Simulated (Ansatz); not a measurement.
# GaH2F + SiH4: a complex and its separated parts, part 2 of 2

Ansatz 0.2.0, Gaussian basis.

### Step 13. CAM-B3LYP-D4/def2-TZVPP

The inputs:

parta/in.yaml

```yaml
crystal:
  periodic: [false, false, false]
  atoms:
    - {symbol: Ga, position_ang: [-1.669808, 0.692080, -0.131746]}
    - {symbol: H, position_ang: [-1.489066, 0.464345, -1.659832]}
    - {symbol: H, position_ang: [-2.000010, -0.275932, 1.040212]}
    - {symbol: F, position_ang: [-1.460592, 2.365834, 0.366704]}
basis:
  gaussian: {orbitals: def2-TZVPP}
hamiltonian: {xc: {name: CAM-B3LYP}, dispersion: d4}
```

partb/in.yaml

```yaml
crystal:
  periodic: [false, false, false]
  atoms:
    - {symbol: Si, position_ang: [1.323886, -0.649292, 0.076917]}
    - {symbol: H, position_ang: [0.500652, 0.574436, 0.247628]}
    - {symbol: H, position_ang: [2.395424, -0.390253, -0.917597]}
    - {symbol: H, position_ang: [1.935451, -1.019923, 1.378060]}
    - {symbol: H, position_ang: [0.463962, -1.761495, -0.400448]}
basis:
  gaussian: {orbitals: def2-TZVPP}
hamiltonian: {xc: {name: CAM-B3LYP}, dispersion: d4}
```

One command serves all of them, each in its own folder.

On the command line:

```bash
$ ansatz run in.yaml --threads 4 --pin off --events-out ev --progress --plain --max-ram 9574MiB
```

Log of parta (excerpt; [...] marks lines left out):

```text
Functional definition: CAM-B3LYP
  name "CAM-B3LYP"
  cite "Yanai, Tew & Handy, Chem. Phys. Lett. 393, 51 (2004) doi:10.1016/j.cplett.2004.06.011"
  cite "Iikura, Tsuneda, Yanai & Hirao, J. Chem. Phys. 115, 3540 (2001) doi:10.1063/1.1383587"
  cite "Becke, Phys. Rev. A 38, 3098 (1988) doi:10.1103/PhysRevA.38.3098"
  cite "Lee, Yang & Parr, Phys. Rev. B 37, 785 (1988) doi:10.1103/PhysRevB.37.785"
[...]
  # Exact exchange under (alpha + beta erf(omega r))/r, Becke's under what is left of 1/r.
[...]
677 factors; their error is unknown
156 factors; integrals over basis functions are off by at most 1.1e-5 eV
[...]
mean field -55132.08647046 eV, -2026.0668079192 hartree, gradient 6.7e-5 eV, S^2 0.000000; 0 other end points of the search recorded, 0 dependent functions left out
reference -55132.08656819 eV, -2026.0668115105 hartree; 21, 21 occupied and 86, 86 virtual orbitals, 677 factors
Total energy: -55132.11870248 eV, -2026.0679924238 hartree
```

partb printed (excerpt; [...] marks lines left out):

```text
[... 6 set-up lines as earlier in the session ...]
[...]
  # Exact exchange under (alpha + beta erf(omega r))/r, Becke's under what is left of 1/r.
[...]
527 factors; their error is unknown
147 factors; integrals over basis functions are off by at most 1.2e-5 eV
[...]
mean field -7942.76489569 eV, -291.8912261171 hartree, gradient 9.0e-6 eV, S^2 0.000000; 0 other end points of the search recorded, 0 dependent functions left out
reference -7942.76499816 eV, -291.8912298827 hartree; 9, 9 occupied and 89, 89 virtual orbitals, 527 factors
Total energy: -7942.79916755 eV, -291.8924855849 hartree
```

Times: 0.65 s (parta), 0.4 s (partb) on 4 threads of Arm Neoverse V1, shared host.

### Step 14. wB97X-V/def2-TZVPP

The same edit goes into each in.yaml of step 13 (parta, partb):

```diff
-hamiltonian: {xc: {name: CAM-B3LYP}, dispersion: d4}
+hamiltonian: {xc: {name: wB97X-V}}
```

Each run has its own folder and the same command.

On the command line:

```bash
$ ansatz run in.yaml --threads 4 --pin off --events-out ev --progress --plain --max-ram 9574MiB
```

Log of parta (excerpt; [...] marks lines left out):

```text
Functional definition: wB97X-V
  name "wB97X-V"
  cite "Mardirossian & Head-Gordon, Phys. Chem. Chem. Phys. 16, 9904 (2014) doi:10.1039/C3CP54374A"
[... 2 set-up lines as earlier in the session ...]
[...]
      + integral(e_c_pw_opposite_spin*poly(b97_u_opposite, cos0, cos1)) + vv10(b, c)
677 factors; their error is unknown
151 factors; integrals over basis functions are off by at most 6.8e-6 eV
[...]
mean field -55123.66915530 eV, -2025.7574772925 hartree, gradient 7.9e-5 eV, S^2 0.000000; 0 other end points of the search recorded, 0 dependent functions left out
reference -55123.66915363 eV, -2025.7574772310 hartree; 21, 21 occupied and 86, 86 virtual orbitals, 677 factors
Total energy: -55123.66915363 eV, -2025.7574772310 hartree
```

Log of partb (excerpt; [...] marks lines left out):

```text
[... 5 set-up lines as earlier in the session ...]
[...]
      + integral(e_c_pw_opposite_spin*poly(b97_u_opposite, cos0, cos1)) + vv10(b, c)
527 factors; their error is unknown
136 factors; integrals over basis functions are off by at most 1.1e-5 eV
[...]
mean field -7941.38119899 eV, -291.8403762013 hartree, gradient 2.9e-5 eV, S^2 0.000000; 0 other end points of the search recorded, 0 dependent functions left out
reference -7941.38119725 eV, -291.8403761374 hartree; 9, 9 occupied and 89, 89 virtual orbitals, 527 factors
Total energy: -7941.38119725 eV, -291.8403761374 hartree
```

They took 1.4 s (parta), 0.95 s (partb) on 4 threads of Arm Neoverse V1, shared host.

### Step 15. wB97M-V/def2-TZVPP

Each input of step 14 (parta, partb) changes in the same lines:

```diff
-hamiltonian: {xc: {name: wB97X-V}}
+hamiltonian: {xc: {name: wB97M-V}}
```

Each run has its own folder and the same command.

On the command line:

```bash
$ ansatz run in.yaml --threads 4 --pin off --events-out ev --progress --plain --max-ram 9574MiB
```

parta printed (excerpt; [...] marks lines left out):

```text
Functional definition: wB97M-V
  name "wB97M-V"
  cite "Mardirossian & Head-Gordon, J. Chem. Phys. 144, 214110 (2016) doi:10.1063/1.4952647"
[... 2 set-up lines as earlier in the session ...]
  # Of w^i u^j: cxij and so on, Table III.
[...]
  gx(w, u) = 1 - cx + cx01*u + cx10*w
[...]
      + integral(e_c_pw_mod_opposite_spin*gos(b97_w_opposite, b97_u_opposite)) + vv10(b, c)
677 factors; their error is unknown
151 factors; integrals over basis functions are off by at most 6.8e-6 eV
[...]
mean field -55125.71853328 eV, -2025.8327905439 hartree, gradient 1.5e-5 eV, S^2 0.000000; 0 other end points of the search recorded, 0 dependent functions left out
reference -55125.71857426 eV, -2025.8327920499 hartree; 21, 21 occupied and 86, 86 virtual orbitals, 677 factors
Total energy: -55125.71857426 eV, -2025.8327920499 hartree
```

Log of partb (excerpt; [...] marks lines left out):

```text
[... 5 set-up lines as earlier in the session ...]
  # Of w^i u^j: cxij and so on, Table III.
[...]
  gx(w, u) = 1 - cx + cx01*u + cx10*w
[...]
      + integral(e_c_pw_mod_opposite_spin*gos(b97_w_opposite, b97_u_opposite)) + vv10(b, c)
527 factors; their error is unknown
136 factors; integrals over basis functions are off by at most 1.1e-5 eV
[...]
mean field -7941.54394031 eV, -291.8463568345 hartree, gradient 4.9e-5 eV, S^2 0.000000; 0 other end points of the search recorded, 0 dependent functions left out
reference -7941.54398270 eV, -291.8463583923 hartree; 9, 9 occupied and 89, 89 virtual orbitals, 527 factors
Total energy: -7941.54398270 eV, -291.8463583923 hartree
```

Times: 1.9 s (parta), 1 s (partb) on 4 threads of Arm Neoverse V1, shared host.

### Step 16. B2PLYP/def2-TZVPP

The same edit goes into each in.yaml of step 15 (parta, partb):

```diff
-hamiltonian: {xc: {name: wB97M-V}}
+hamiltonian: {xc: {name: B2PLYP}}
```

One command serves all of them, each in its own folder.

On the command line:

```bash
$ ansatz run in.yaml --threads 4 --pin off --events-out ev --progress --plain --max-ram 9574MiB
```

Log of parta (excerpt; [...] marks lines left out):

```text
Functional definition: B2PLYP
  name "B2PLYP"
  cite "Grimme, J. Chem. Phys. 124, 034108 (2006) doi:10.1063/1.2148954"
[... 2 set-up lines as earlier in the session ...]
[...]
676 factors; integrals over basis functions are off by at most 1.2e-3 eV
[...]
mean field -55113.71832572 eV, -2025.3917910500 hartree, gradient 2.6e-6 eV, S^2 0.000000; 0 other end points of the search recorded, 0 dependent functions left out
10 core orbitals not correlated: weight in the atoms' cores, before any rotation towards them, 1.000 or more for the frozen orbitals, at most 0.000 for the correlated occupied ones
reference -55113.71845178 eV, -2025.3917956827 hartree; 11, 11 occupied and 86, 86 virtual orbitals, 676 factors
second order -16.02841375 eV of doubles, -0.00000000 eV of singles
Total energy: -55118.04612349 eV, -2025.5508346847 hartree
```

Output in partb (excerpt; [...] marks lines left out):

```text
[... 5 set-up lines as earlier in the session ...]
[...]
537 factors; integrals over basis functions are off by at most 8.3e-4 eV
[...]
mean field -7937.89720142 eV, -291.7123416521 hartree, gradient 2.5e-6 eV, S^2 0.000000; 0 other end points of the search recorded, 0 dependent functions left out
5 core orbitals not correlated: weight in the atoms' cores, before any rotation towards them, 1.000 or more for the frozen orbitals, at most 0.000 for the correlated occupied ones
reference -7937.89733457 eV, -291.7123465453 hartree; 4, 4 occupied and 89, 89 virtual orbitals, 537 factors
second order -4.78242766 eV of doubles, -0.00000000 eV of singles
Total energy: -7939.18859004 eV, -291.7597993086 hartree
```

Times: 0.85 s (parta), 0.45 s (partb) on 4 threads of Arm Neoverse V1, shared host.

### Step 17. PBE-QIDH/def2-TZVPP

The same edit goes into each in.yaml of step 16 (parta, partb):

```diff
-hamiltonian: {xc: {name: B2PLYP}}
+hamiltonian: {xc: {name: PBE-QIDH}}
```

One command serves all of them, each in its own folder.

On the command line:

```bash
$ ansatz run in.yaml --threads 4 --pin off --events-out ev --progress --plain --max-ram 9574MiB
```

Output in parta (excerpt; [...] marks lines left out):

```text
Functional definition: PBE-QIDH
  name "PBE-QIDH"
  cite "Brémond, Sancho-García, Pérez-Jiménez & Adamo, J. Chem. Phys. 141, 031101 (2014) doi:10.1063/1.4890314"
[... 1 set-up line as earlier in the session ...]
[...]
676 factors; integrals over basis functions are off by at most 1.2e-3 eV
[...]
mean field -55105.43194434 eV, -2025.0872721511 hartree, gradient 3.3e-6 eV, S^2 0.000000; 0 other end points of the search recorded, 0 dependent functions left out
10 core orbitals not correlated: weight in the atoms' cores, before any rotation towards them, 1.000 or more for the frozen orbitals, at most 0.000 for the correlated occupied ones
reference -55105.43195418 eV, -2025.0872725127 hartree; 11, 11 occupied and 86, 86 virtual orbitals, 676 factors
second order -14.84194381 eV of doubles, -0.00000000 eV of singles
Total energy: -55110.37926878 eV, -2025.2690829710 hartree
```

Output in partb (excerpt; [...] marks lines left out):

```text
[... 4 set-up lines as earlier in the session ...]
[...]
537 factors; integrals over basis functions are off by at most 8.3e-4 eV
[...]
mean field -7935.34608518 eV, -291.6185898596 hartree, gradient 4.6e-6 eV, S^2 0.000000; 0 other end points of the search recorded, 0 dependent functions left out
5 core orbitals not correlated: weight in the atoms' cores, before any rotation towards them, 1.000 or more for the frozen orbitals, at most 0.000 for the correlated occupied ones
reference -7935.34609575 eV, -291.6185902482 hartree; 4, 4 occupied and 89, 89 virtual orbitals, 537 factors
second order -4.44768699 eV of doubles, -0.00000000 eV of singles
Total energy: -7936.82865809 eV, -291.6730734090 hartree
```

They took 0.9 s (parta), 0.45 s (partb) on 4 threads of Arm Neoverse V1, shared host.

### Step 18. RPA on PBE/def2-TZVPP

The same edit goes into each in.yaml of step 17 (parta, partb):

```diff
-hamiltonian: {xc: {name: PBE-QIDH}}
+hamiltonian: {xc: pbe}
+correlation: {method: rpa}
```

The same command starts each run, in its folder.

On the command line:

```bash
$ ansatz run in.yaml --threads 4 --pin off --events-out ev --progress --plain --max-ram 9574MiB
```

Log of parta (excerpt; [...] marks lines left out):

```text
[... 4 set-up lines as earlier in the session ...]
[...]
676 factors; integrals over basis functions are off by at most 1.2e-3 eV
[...]
mean field -55118.73308628 eV, -2025.5760801016 hartree, gradient 6.4e-6 eV, S^2 0.000000; 0 other end points of the search recorded, 0 dependent functions left out
10 core orbitals not correlated: weight in the atoms' cores, before any rotation towards them, 1.000 or more for the frozen orbitals, at most 0.000 for the correlated occupied ones
reference -55072.54991234 eV, -2023.8788797635 hartree; 11, 11 occupied and 86, 86 virtual orbitals, 676 factors
Total energy: -55093.08233216 eV, -2024.6334322746 hartree
```

Log of partb (excerpt; [...] marks lines left out):

```text
[... 4 set-up lines as earlier in the session ...]
[...]
537 factors; integrals over basis functions are off by at most 8.3e-4 eV
[...]
mean field -7938.15287551 eV, -291.7217375018 hartree, gradient 7.3e-6 eV, S^2 0.000000; 0 other end points of the search recorded, 0 dependent functions left out
5 core orbitals not correlated: weight in the atoms' cores, before any rotation towards them, 1.000 or more for the frozen orbitals, at most 0.000 for the correlated occupied ones
reference -7925.04972332 eV, -291.2402055402 hartree; 4, 4 occupied and 89, 89 virtual orbitals, 537 factors
Total energy: -7933.57984971 eV, -291.5536819034 hartree
```

Wall times: 0.85 s (parta), 0.45 s (partb) on 4 threads of Arm Neoverse V1, shared host.

### Step 19. CCSD(T)/def2-TZVPP

The same edit goes into each in.yaml of step 18 (parta, partb):

```diff
-hamiltonian: {xc: pbe}
-correlation: {method: rpa}
+correlation: {method: ccsd_t}
```

One command serves all of them, each in its own folder.

On the command line:

```bash
$ ansatz run in.yaml --threads 4 --pin off --events-out ev --progress --plain --max-ram 9574MiB
```

Log of parta (excerpt; [...] marks lines left out):

```text
Functional definition: HF
  name "HF"
  cite "Fock, Z. Phys. 61, 126 (1930) doi:10.1007/BF01340294"
[... 1 set-up line as earlier in the session ...]
[...]
676 factors; integrals over basis functions are off by at most 1.2e-3 eV
[...]
mean field -55073.81981113 eV, -2023.9255476830 hartree, gradient 2.4e-6 eV, S^2 0.000000; 0 other end points of the search recorded, 0 dependent functions left out
10 core orbitals not correlated: weight in the atoms' cores, before any rotation towards them, 1.000 or more for the frozen orbitals, at most 0.000 for the correlated occupied ones
reference -55073.81981113 eV, -2023.9255476830 hartree; 11, 11 occupied and 86, 86 virtual orbitals, 676 factors
second order -13.22153035 eV of doubles, -0.00000000 eV of singles
cycle   1  -12.83142734 eV  change    3.9e-1 eV  update   1.0e-1
[...]
cycle   9  -13.33724204 eV  change   -1.3e-5 eV  update   2.7e-5
perturbative correction -0.42394901 eV, -0.0155798386 hartree
Total energy: -55087.58100217 eV, -2024.4312621262 hartree
```

Log of partb (excerpt; [...] marks lines left out):

```text
[... 4 set-up lines as earlier in the session ...]
[...]
537 factors; integrals over basis functions are off by at most 8.3e-4 eV
[...]
mean field -7925.54415414 eV, -291.2583755379 hartree, gradient 1.8e-6 eV, S^2 0.000000; 0 other end points of the search recorded, 0 dependent functions left out
5 core orbitals not correlated: weight in the atoms' cores, before any rotation towards them, 1.000 or more for the frozen orbitals, at most 0.000 for the correlated occupied ones
reference -7925.54415414 eV, -291.2583755379 hartree; 4, 4 occupied and 89, 89 virtual orbitals, 537 factors
second order -3.90715189 eV of doubles, -0.00000000 eV of singles
cycle   1  -4.49743987 eV  change   -5.9e-1 eV  update   5.5e-2
[...]
cycle   8  -4.71918525 eV  change   -7.0e-7 eV  update   3.7e-6
perturbative correction -0.10445108 eV, -0.0038385064 hartree
Total energy: -7930.36779047 eV, -291.4356409036 hartree
```

They took 1.5 s (parta), 0.6 s (partb) on 4 threads of Arm Neoverse V1, shared host.

### Step 20. Vibrations of GaH2F

vib-parta/in.yaml reads:

```yaml
crystal:
  periodic: [false, false, false]
  atoms:
    - {symbol: Ga, position_ang: [-1.669808, 0.692080, -0.131746]}
    - {symbol: H, position_ang: [-1.489066, 0.464345, -1.659832]}
    - {symbol: H, position_ang: [-2.000010, -0.275932, 1.040212]}
    - {symbol: F, position_ang: [-1.460592, 2.365834, 0.366704]}
basis:
  gaussian: {orbitals: def2-TZVP}
hamiltonian: {xc: pbe0, dispersion: d4}
phonons: {temperatures: {t_min: 298.15, t_max: 900, t_step: 200}}
```

On the command line:

```bash
$ ansatz run in.yaml --threads 4 --pin off --events-out ev --progress --plain --max-ram 9574MiB
```

The program printed (excerpt; [...] marks lines left out):

```text
[... 5 set-up lines as earlier in the session ...]
[...]
657 factors; their error is unknown
[...]
mean field -55119.80192716 eV, -2025.6153592794 hartree, gradient 4.3e-5 eV, S^2 0.000000; 0 other end points of the search recorded, 0 dependent functions left out
[...]
Atom 1 at    -1.489066     0.464345    -1.659832 Å, force     0.000000    -0.000118    -0.000140 eV/Å
Atom 2 at    -2.000010    -0.275932     1.040212 Å, force    -0.000042    -0.000151     0.000119 eV/Å
Atom 3 at    -1.460592     2.365834     0.366704 Å, force    -0.000008    -0.000003     0.000051 eV/Å
Dipole moment:    -0.055270    -0.442158    -0.131664 e Å
Vibrations: 519.67 634.18 664.76 733.44 2023.51 2033.85 cm⁻¹, zero-point energy 0.409730 eV
```

It took 6.5 s on 4 threads of Arm Neoverse V1, shared host.

The modes, with what each moves most:

| mode | wavenumber (cm⁻¹) | character |
| --- | --- | --- |
| 1 | 520 | bend |
| 2 | 634 | out-of-plane bend |
| 3 | 665 | Ga–F stretch |
| 4 | 733 | bend |
| 5 | 2024 | Ga–H stretch |
| 6 | 2034 | Ga–H stretch |

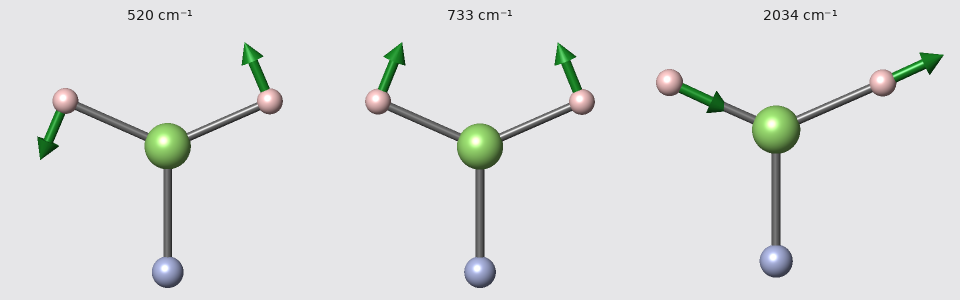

Displacements of 3 modes, as arrows.

Vibrational sums (real modes only):

| T (K) | entropy (J/mol/K) | heat capacity (J/mol/K) |
| --- | --- | --- |
| 298 | 6.8 | 16.1 |
| 498 | 17.9 | 26.9 |
| 698 | 28.1 | 33.4 |
| 898 | 37.1 | 37.8 |

### Step 21. Vibrations of SiH4

vib-partb/in.yaml reads:

```yaml
crystal:
  periodic: [false, false, false]
  atoms:
    - {symbol: Si, position_ang: [1.323886, -0.649292, 0.076917]}
    - {symbol: H, position_ang: [0.500652, 0.574436, 0.247628]}
    - {symbol: H, position_ang: [2.395424, -0.390253, -0.917597]}
    - {symbol: H, position_ang: [1.935451, -1.019923, 1.378060]}
    - {symbol: H, position_ang: [0.463962, -1.761495, -0.400448]}
basis:
  gaussian: {orbitals: def2-TZVP}
hamiltonian: {xc: pbe0, dispersion: d4}
phonons: {temperatures: {t_min: 298.15, t_max: 900, t_step: 200}}
```

On the command line:

```bash
$ ansatz run in.yaml --threads 4 --pin off --events-out ev --progress --plain --max-ram 9574MiB
```

The program printed (excerpt; [...] marks lines left out):

```text
[... 5 set-up lines as earlier in the session ...]
[...]
444 factors; their error is unknown
[...]
mean field -7939.08540059 eV, -291.7560071664 hartree, gradient 2.9e-5 eV, S^2 0.000000; 0 other end points of the search recorded, 0 dependent functions left out
[...]
Atom 2 at     2.395424    -0.390253    -0.917597 Å, force     0.000317     0.000209    -0.000431 eV/Å
Atom 3 at     1.935451    -1.019923     1.378060 Å, force     0.000127    -0.000076     0.000559 eV/Å
Atom 4 at     0.463962    -1.761495    -0.400448 Å, force    -0.000252    -0.000589    -0.000210 eV/Å
Dipole moment:     0.000011     0.000014     0.000005 e Å
Vibrations: 906.73 906.73 906.74 968.53 968.56 2235.53 2245.18 2245.19 2245.20 cm⁻¹, zero-point energy 0.844853 eV
```

It took 5 s on 4 threads of Arm Neoverse V1, shared host.

The modes, with what each moves most:

| mode | wavenumber (cm⁻¹) | character |
| --- | --- | --- |
| 1 | 907 | bend |
| 2 | 907 | bend |
| 3 | 907 | bend |
| 4 | 969 | bend |
| 5 | 969 | bend |
| 6 | 2236 | Si–H stretch |
| 7 | 2245 | Si–H stretch |
| 8 | 2245 | Si–H stretch |
| 9 | 2245 | Si–H stretch |

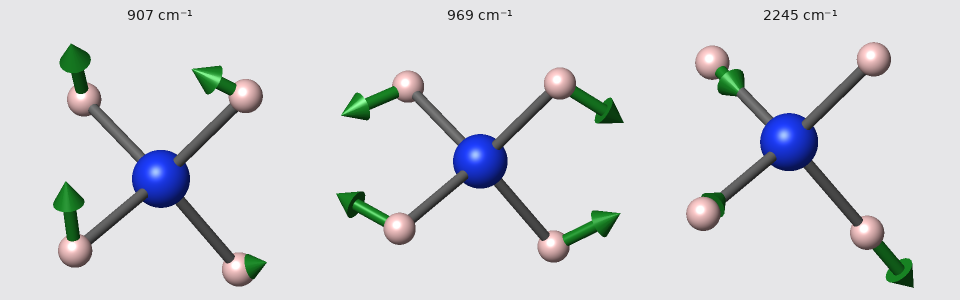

Displacements of 3 modes, as arrows.

Vibrational sums (real modes only):

| T (K) | entropy (J/mol/K) | heat capacity (J/mol/K) |
| --- | --- | --- |
| 298 | 2.6 | 9.7 |
| 498 | 11.5 | 25.7 |
| 698 | 22.2 | 38.0 |
| 898 | 32.9 | 47.1 |

### Step 22. Complex less separated parts

The complex's own energies come from single points at the same levels.

Rows are in def2-TZVPP; times add the 3 runs of a level on a shared host, so small differences are noise.

Differences are taken before rounding.

| method | rung | complex less parts (kJ/mol) | from CCSD(T) (kJ/mol) | time |
| --- | --- | --- | --- | --- |
| SPW92 | LDA | -31.7 | -16.6 | 1.3 s |
| PBE-D4 | GGA | -18.7 | -3.5 | 2.1 s |
| BLYP-D4 | GGA | -14.1 | +1.0 | 2.1 s |
| r2SCAN-D4 | meta-GGA | -18.8 | -3.7 | 4.4 s |
| B97M-V | meta-GGA | -15.5 | -0.4 | 8.7 s |
| PBE0-D4 | hybrid | -17.8 | -2.6 | 2.9 s |
| B3LYP-D4 | hybrid | -15.0 | +0.1 | 2.6 s |
| r2SCAN0-D4 | hybrid | -18.3 | -3.1 | 5 s |
| BHLYP-D4 | hybrid | -16.5 | -1.4 | 2.6 s |
| CAM-B3LYP-D4 | range-separated hybrid | -14.3 | +0.9 | 3.1 s |
| wB97X-V | range-separated hybrid | -13.7 | +1.4 | 7.8 s |
| wB97M-V | range-separated hybrid | -14.4 | +0.8 | 9.4 s |
| B2PLYP | double hybrid | -8.4 | +6.7 | 4.6 s |
| PBE-QIDH | double hybrid | -14.1 | +1.0 | 4.7 s |
| RPA on PBE | RPA | -11.0 | +4.1 | 4.4 s |
| Hartree-Fock | wavefunction | 3.6 | +18.7 |  |
| MP2 | wavefunction | -15.0 | +0.2 |  |
| CCSD | wavefunction | -12.9 | +2.3 |  |
| CCSD(T) | wavefunction | -15.1 | 0 | 58 s |

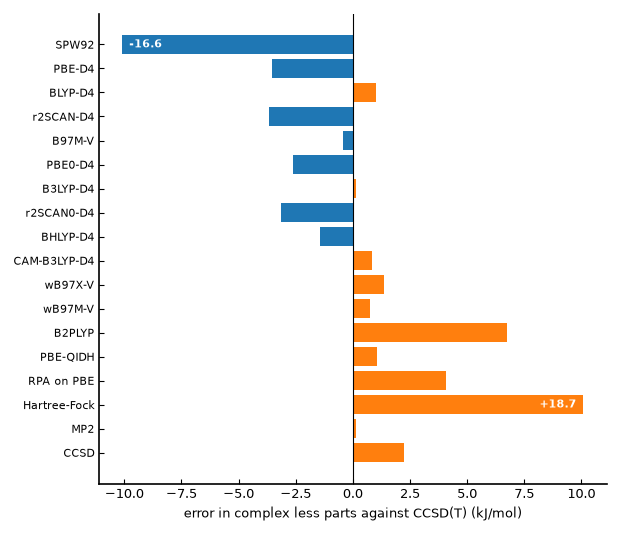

Deviations from CCSD(T), method by method. Bars with a number in them are cut short.

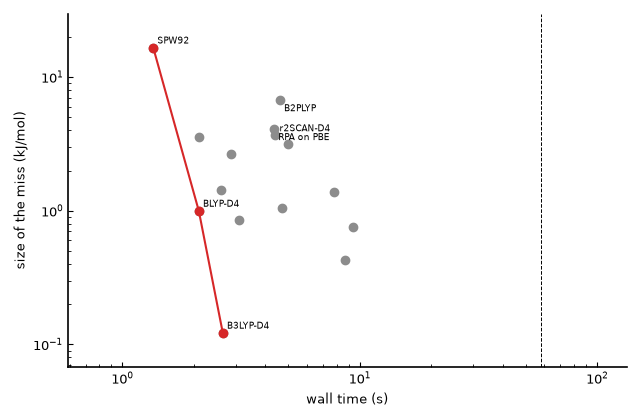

Accuracy for the time spent; red marks the levels that beat every quicker one drawn (of those quicker than the yardstick), and the dashed line is the time of CCSD(T). Only those levels and the largest misses are named. Times are from a shared host.

B3LYP-D4 reaches 0.1 kJ/mol from the reference in 2.6 s, where CCSD(T) took 58 s; the quickest level in the cost chart, SPW92, takes 1.3 s and misses by 16.6 kJ/mol.

The complex's zero-point energy, from a separate PBE0-D4 run, is 1.305 eV.

### Step 23. Outcome

What follows sums up all 2 parts.

```
                              quantity         value
complex less parts, CCSD(T)/def2-TZVPP  -15.1 kJ/mol
                with zero-point energy  -10.3 kJ/mol
                 largest T1 diagnostic         0.014
```

At CCSD(T) the complex lies 15.1 kJ/mol below its parts. B3LYP-D4 is the best functional here (+0.1 kJ/mol from CCSD(T)); SPW92 is the worst (-16.6 kJ/mol). By rung, the mean size of the error is: LDA 16.6, GGA 2.3, meta-GGA 2.0, hybrid 1.8, range-separated hybrid 1.0, double hybrid 3.9 kJ/mol. The double hybrids carry no dispersion term here, unlike the levels marked D4 or V. PBE-D4 gives a relative energy 3.5 kJ/mol too low, inside chemical accuracy (1 kcal/mol, 4.2 kJ/mol). The complex's frequency run has imaginary modes: the structure is no minimum, so both the energy and the zero-point correction are in doubt. No counterpoise was applied, and triple zeta lacks some correlation, so the CCSD(T) reference has a basis error of its own, and close matches with it are partly luck.
